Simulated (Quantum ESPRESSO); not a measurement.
# Collinear magnetic orders of NaMnCl3 with Quantum ESPRESSO, part 2 of 2

Does NaMnCl3 prefer parallel or opposed moments?

Quantum ESPRESSO 7.5; LDA with U = 4 eV on Mn d (ortho-atomic projectors); plane waves with GBRV 1.5 LDA potentials, no spin-orbit coupling.

So far, absolute magnetization (μB): step 2 (start 1: ferro ++) 10.0.

### 3. Start 2: antiferro +−

File pw.in:

```
&CONTROL
  calculation = 'scf'
  prefix = 'pwscf'
  outdir = './tmp'
  pseudo_dir = './pseudo'
  disk_io = 'nowf'
/
&SYSTEM
  ibrav = 0
  celldm(1) = 8
  nat = 10
  ntyp = 4
  ecutwfc = 40
  ecutrho = 280
  nbnd = 59
  occupations = 'smearing'
  smearing = 'fd'
  degauss = 0.00367493
  nspin = 2
  starting_magnetization(1) = 0
  starting_magnetization(2) = 0.3
  starting_magnetization(3) = -0.3
  starting_magnetization(4) = 0
/
&ELECTRONS
  conv_thr = 2d-08
  electron_maxstep = 150
  mixing_beta = 0.3
/
ATOMIC_SPECIES
Na     22.9898 na_lda_v1.5.uspp.F.UPF
Mn1    54.9380 mn_lda_v1.5.uspp.F.UPF
Mn2    54.9380 mn_lda_v1.5.uspp.F.UPF
Cl     35.4500 cl_lda_v1.4.uspp.F.UPF
CELL_PARAMETERS alat
   0.7784490554630    0.4494377717186    1.4666636884752
  -0.7784490554630    0.4494377717186    1.4666636884752
   0.0000000000000   -0.8988755434372    1.4666636884752
ATOMIC_POSITIONS crystal
Na      0.1449000000    0.1449000000    0.1449000000
Na      0.8551000000    0.8551000000    0.8551000000
Mn1     0.3407000000    0.3407000000    0.3407000000
Mn2     0.6593000000    0.6593000000    0.6593000000
Cl      0.4490000000    0.7169000000    0.0672000000
Cl      0.0672000000    0.4490000000    0.7169000000
Cl      0.7169000000    0.0672000000    0.4490000000
Cl      0.5510000000    0.2831000000    0.9328000000
Cl      0.9328000000    0.5510000000    0.2831000000
Cl      0.2831000000    0.9328000000    0.5510000000
K_POINTS automatic
4 4 4 0 0 0
HUBBARD {ortho-atomic}
U Mn1-3d 4.0000
U Mn2-3d 4.0000
```

Started as:

```
> OMP_NUM_THREADS=1 mpirun -n 4 pw.x -nk 4 -in pw.in > pw.out
```

The log of the run:

```text
[banner, memory and clock lines left out]
Program PWSCF v.7.5 starts

     Message from routine setup:
     using ibrav=0 with symmetry is DISCOURAGED, use correct ibrav instead

     bravais-lattice index     =            0
     lattice parameter (alat)  =       8.0000  a.u.
     unit-cell volume          =    1576.3459 (a.u.)^3
     number of atoms/cell      =           10
     number of atomic types    =            4
     number of electrons       =        90.00
     number of Kohn-Sham states=           59
     kinetic-energy cutoff     =      40.0000  Ry
     charge density cutoff     =     280.0000  Ry
     scf convergence threshold =      2.0E-08
     mixing beta               =       0.3000
     number of iterations used =            8  plain     mixing
     Exchange-correlation=  SLA  PZ   NOGX NOGC
                           (   1   1   0   0   0   0   0)
     Hubbard projectors: ortho-atomic
     Hubbard parameters of DFT+U (Dudarev formulation) in eV:
     U(Mn1-3d) =  4.0000
     U(Mn2-3d) =  4.0000

     Internal variables: lda_plus_u =T, lda_plus_u_kind = 0

     Internal variables: orbital_resolved =F, hub_pot_fix =F, apply_U = F

     celldm(1)=   8.000000  celldm(2)=   0.000000  celldm(3)=   0.000000
     celldm(4)=   0.000000  celldm(5)=   0.000000  celldm(6)=   0.000000

     crystal axes: (cart. coord. in units of alat)
               a(1) = (   0.778449   0.449438   1.466664 )
               a(2) = (  -0.778449   0.449438   1.466664 )
               a(3) = (   0.000000  -0.898876   1.466664 )

     reciprocal axes: (cart. coord. in units 2 pi/alat)
               b(1) = (  0.642303  0.370834  0.227273 )
               b(2) = ( -0.642303  0.370834  0.227273 )
               b(3) = (  0.000000 -0.741667  0.227273 )

     PseudoPot. # 1 for Na read from file:
     na_lda_v1.5.uspp.F.UPF
     Pseudo is Ultrasoft, Zval =  9.0

     PseudoPot. # 2 for Mn read from file:
     mn_lda_v1.5.uspp.F.UPF
     Pseudo is Ultrasoft + core correction, Zval = 15.0

     PseudoPot. # 3 for Mn read from file:
     mn_lda_v1.5.uspp.F.UPF
     Pseudo is Ultrasoft + core correction, Zval = 15.0

     PseudoPot. # 4 for Cl read from file:
     cl_lda_v1.4.uspp.F.UPF
     Pseudo is Ultrasoft + core correction, Zval =  7.0

     atomic species   valence    mass     pseudopotential
     Na                9.00    22.98980     Na( 1.00)
     Mn1              15.00    54.93800     Mn( 1.00)
     Mn2              15.00    54.93800     Mn( 1.00)
     Cl                7.00    35.45000     Cl( 1.00)

     Starting magnetic structure
     atomic species   magnetization
     Na              0.000
     Mn1             0.300
     Mn2            -0.300
     Cl              0.000

      3 Sym. Ops. (no inversion) found

   Cartesian axes

     site n.     atom                  positions (alat units)
         1        Na     tau(   1) = (   0.0000000  -0.0000000   0.6375587  )
         2        Na     tau(   2) = (   0.0000000  -0.0000000   3.7624324  )
         3        Mn1    tau(   3) = (   0.0000000   0.0000000   1.4990770  )
         4        Mn2    tau(   4) = (   0.0000000   0.0000000   2.9009141  )
         5        Cl     tau(   5) = (  -0.2085465   0.4635951   1.8085430  )
         6        Cl     tau(   6) = (  -0.2972118  -0.4124041   1.8085430  )
         7        Cl     tau(   7) = (   0.5057584  -0.0511910   1.8085430  )
         8        Cl     tau(   8) = (   0.2085465  -0.4635951   2.5914481  )
         9        Cl     tau(   9) = (   0.2972118   0.4124041   2.5914481  )
        10        Cl     tau(  10) = (  -0.5057584   0.0511910   2.5914481  )

     number of k points=    14  Fermi-Dirac smearing, width (Ry)=  0.0037
                       cart. coord. in units 2pi/alat
        k(    1) = (   0.0000000   0.0000000   0.0000000), wk =   0.0156250
        k(    2) = (   0.0000000  -0.1854168   0.0568183), wk =   0.0937500
        k(    3) = (   0.0000000   0.3708337  -0.1136366), wk =   0.0468750
        k(    4) = (  -0.1605757  -0.0927084   0.1136366), wk =   0.0937500
        k(    5) = (  -0.1605757   0.4635421  -0.0568183), wk =   0.0937500
        [... 9 further k-points ...]

     Dense  grid:   124791 G-vectors     FFT dimensions: (  75,  75,  75)

     Smooth grid:    53855 G-vectors     FFT dimensions: (  60,  60,  60)

     Check: negative core charge=   -0.000017
     Generating pointlists ...
     new r_m :   0.2649 (alat units)  2.1192 (a.u.) for type    1
     new r_m :   0.2455 (alat units)  1.9639 (a.u.) for type    2
     new r_m :   0.2455 (alat units)  1.9639 (a.u.) for type    3
     new r_m :   0.2455 (alat units)  1.9639 (a.u.) for type    4

     Initial potential from superposition of free atoms

     starting charge      88.9888, renormalised to      90.0000

     negative rho (up, down):  4.473E-02 4.473E-02

     STARTING HUBBARD OCCUPATIONS:

     =================== HUBBARD OCCUPATIONS ===================
     ------------------------ ATOM    3 ------------------------
     Tr[ns(  3)] (up, down, total) =   5.00000  0.00000  5.00000
     Atomic magnetic moment for atom   3 =   5.00000
     [... lines left out ...]
     ------------------------ ATOM    4 ------------------------
     Tr[ns(  4)] (up, down, total) =   0.00000  5.00000  5.00000
     Atomic magnetic moment for atom   4 =  -5.00000
     [... lines left out ...]
     Number of occupied Hubbard levels =   10.0000

     Atomic wfc used for Hubbard projectors are orthogonalized

     Starting wfcs are   60 randomized atomic wfcs

     Self-consistent Calculation

     iteration #  1     ecut=    40.00 Ry     beta= 0.30
     Davidson diagonalization with overlap
     ethr =  1.00E-02,  avg # of iterations =  6.2

     =================== HUBBARD OCCUPATIONS ===================
     ------------------------ ATOM    3 ------------------------
     Tr[ns(  3)] (up, down, total) =   4.97961  0.18675  5.16636
     Atomic magnetic moment for atom   3 =   4.79287
     [... lines left out ...]
     ------------------------ ATOM    4 ------------------------
     Tr[ns(  4)] (up, down, total) =   0.18674  4.97960  5.16634
     Atomic magnetic moment for atom   4 =  -4.79286
     [... lines left out ...]
     Number of occupied Hubbard levels =   10.3327

     Threshold (ethr) on eigenvalues was too large:
     Diagonalizing with lowered threshold

     Davidson diagonalization with overlap
     ethr =  3.80E-04,  avg # of iterations =  4.9

     negative rho (up, down):  4.471E-02 4.471E-02

     total energy              =    -813.13998707 Ry
     estimated scf accuracy    <       0.33740521 Ry

     total magnetization       =     0.00 Bohr mag/cell
     absolute magnetization    =     9.70 Bohr mag/cell

     iteration #  2     ecut=    40.00 Ry     beta= 0.30
     Davidson diagonalization with overlap
     ethr =  3.75E-04,  avg # of iterations =  2.5

     negative rho (up, down):  4.417E-02 4.417E-02

     total energy              =    -813.16325396 Ry
     estimated scf accuracy    <       0.06700401 Ry

     total magnetization       =     0.00 Bohr mag/cell
     absolute magnetization    =     9.66 Bohr mag/cell

     [... further iterations left out ...]

     iteration #  9     ecut=    40.00 Ry     beta= 0.30
     Davidson diagonalization with overlap
     ethr =  5.26E-10,  avg # of iterations =  3.8

     negative rho (up, down):  4.276E-02 4.276E-02

     total energy              =    -813.17513228 Ry
     estimated scf accuracy    <       0.00000006 Ry

     total magnetization       =     0.00 Bohr mag/cell
     absolute magnetization    =     9.70 Bohr mag/cell

     iteration # 10     ecut=    40.00 Ry     beta= 0.30
     Davidson diagonalization with overlap
     ethr =  7.11E-11,  avg # of iterations =  2.3

     negative rho (up, down):  4.275E-02 4.275E-02

     Magnetic moment per site  (integrated on atomic sphere of radius R)
     atom   1 (R=0.265)  charge=  8.1043  magn= -0.0014
     atom   2 (R=0.265)  charge=  8.1043  magn=  0.0014
     atom   3 (R=0.245)  charge= 12.9924  magn=  4.4470
     atom   4 (R=0.245)  charge= 12.9924  magn= -4.4470
     atom   5 (R=0.245)  charge=  5.5382  magn=  0.0015
     atom   6 (R=0.245)  charge=  5.5382  magn=  0.0015
     atom   7 (R=0.245)  charge=  5.5382  magn=  0.0015
     atom   8 (R=0.245)  charge=  5.5382  magn= -0.0015
     atom   9 (R=0.245)  charge=  5.5382  magn= -0.0015
     atom  10 (R=0.245)  charge=  5.5382  magn= -0.0015

     End of self-consistent calculation

     =================== HUBBARD OCCUPATIONS ===================
     ------------------------ ATOM    3 ------------------------
     Tr[ns(  3)] (up, down, total) =   4.98434  0.25241  5.23674
     Atomic magnetic moment for atom   3 =   4.73193
     [... lines left out ...]
     ------------------------ ATOM    4 ------------------------
     Tr[ns(  4)] (up, down, total) =   0.25241  4.98434  5.23674
     Atomic magnetic moment for atom   4 =  -4.73193
     [... lines left out ...]
     Number of occupied Hubbard levels =   10.4735

     [... lines left out ...]
     the Fermi energy is     4.8750 ev

!    total energy              =    -813.17513230 Ry
     estimated scf accuracy    <       0.00000001 Ry
     smearing contrib. (-TS)   =      -0.00000000 Ry
     internal energy E=F+TS    =    -813.17513230 Ry

     The total energy is F=E-TS. E is the sum of the following terms:
     one-electron contribution =    -558.01695752 Ry
     hartree contribution      =     302.66120840 Ry
     xc contribution           =    -137.13069170 Ry
     ewald contribution        =    -420.76197905 Ry
     Hubbard energy            =       0.07328758 Ry

     total magnetization       =     0.00 Bohr mag/cell
     absolute magnetization    =     9.70 Bohr mag/cell

     convergence has been achieved in  10 iterations
```

Elapsed: 82 s, on 4 MPI ranks of Arm Neoverse V2, shared host; peak memory 1.2 GiB; 5.5 min of CPU time.

Spin moment in the atom's sphere by atom:

| atom | spin moment in the atom's sphere (μB) |
| --- | --- |
| Na1 | 0.00 |
| Na2 | 0.00 |
| Mn3 | 4.45 |
| Mn4 | -4.45 |
| Cl5 | 0.00 |
| Cl6 | 0.00 |
| Cl7 | 0.00 |
| Cl8 | 0.00 |
| Cl9 | 0.00 |
| Cl10 | 0.00 |

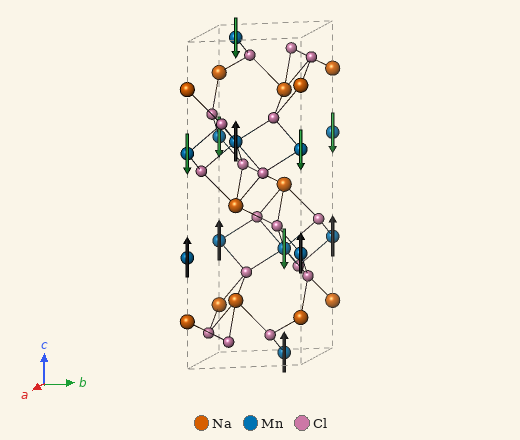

Spin moment in the atom's sphere as arrows, the longest 4.45 μB. Up and down stand for the sign. Arrows give size and sign along the axis of quantisation, drawn up and down the page. The two directions have two colours. Bonds to atoms that aren't drawn are left out. Some periodic images of atoms are drawn too.

Read from the output:

* smearing term TS: 1.72e-16 eV
* magnetization: 0 μB
* absolute magnetization: 9.701 μB
* final state: antiferromagnetic

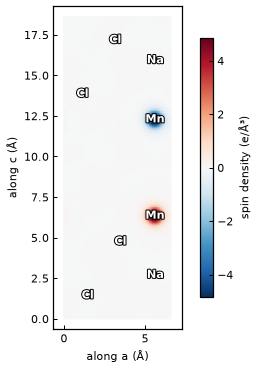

Spin density in the ac plane of the conventional cell at fractional y = 0.000, with atoms of Na and Mn and Cl within 0.2 Å of it. The map starts off the cell's origin, so that atoms lie inside it.

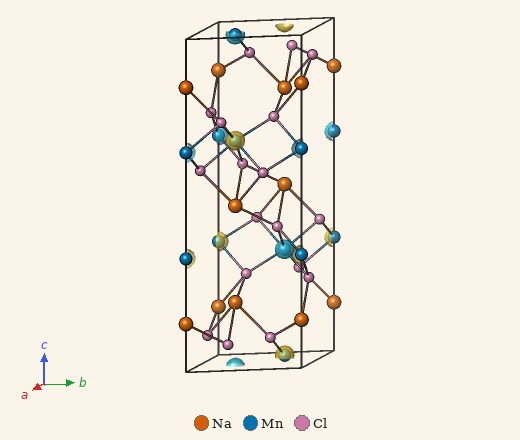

Surfaces of spin density = ±1.8 e/Å³, which hold about 50 % of the integral of its size. The two colours are the two signs. Bonds to atoms that aren't drawn are left out.

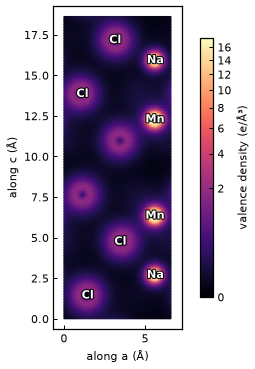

Valence density in the ac plane of the conventional cell at fractional y = 0.000, with atoms of Na and Mn and Cl within 0.2 Å of it. It is the smooth field of the valence electrons, not physical close to the nuclei. The map starts off the cell's origin, so that atoms lie inside it. The colour scale is stretched toward low values.

### 4. The states side by side

An order is kept where moments of 0.15 μB or more survive with the typed signs; meshes match where a doubled cell samples the same k points as the first cell.

Orders:

| start | final state | typed order kept | energy over the lowest (meV a seeded atom) | largest site moment (μB) | net moment (μB a cell of the first run) | mesh matched | CPU time (s) |
| --- | --- | --- | --- | --- | --- | --- | --- |
| ferro ++ | ferromagnetic | yes | 0 | 4.452 | 10 | yes | 343.7 |
| antiferro +- | antiferromagnetic | yes | 2.151 | 4.447 | 0 | yes | 329.6 |

### 5. Occupations of the corrected shells in the lowest state

Occupations of the Hubbard shells:

| block | type | shell | spin | electrons | occupation numbers |
| --- | --- | --- | --- | --- | --- |
| 3 | Mn | 3d | up | 4.985 | 0.996 0.996 0.998 0.998 0.998 |
| 3 | Mn | 3d | down | 0.251 | 0.021 0.022 0.022 0.093 0.093 |
| 4 | Mn | 3d | up | 4.985 | 0.996 0.996 0.998 0.998 0.998 |
| 4 | Mn | 3d | down | 0.251 | 0.021 0.022 0.022 0.093 0.093 |

### 6. Summary of results

```yaml
lowest_state_found: ferromagnetic (from ferro ++)
largest_site_moment: 4.45 μB
next_state_with_moments: antiferromagnetic, 2.15 meV a seeded atom higher
```

In words: The two lowest states lie so close that the mesh, the smearing, the functional or spin–orbit coupling could swap them. This is the lowest of 2 collinear or spinless starts, no proof of the ground state.

[Logs and program files are shortened in this print: banners, set-up blocks, solver, clock and traceback lines can be left out without a mark of their own.]

[Logs are printed without paths, hosts, clocks, repeated set-up lines and the standing remarks that a program may print on its own settings, such as how far it seeks lower states.]

[Hosts, paths, dates, database ids (printed as entryN), source tags and the programs' standing remarks are cut or masked in the printed files.]

[Where a cell is said to come from a database of computed structures, the database is the Materials Project.]
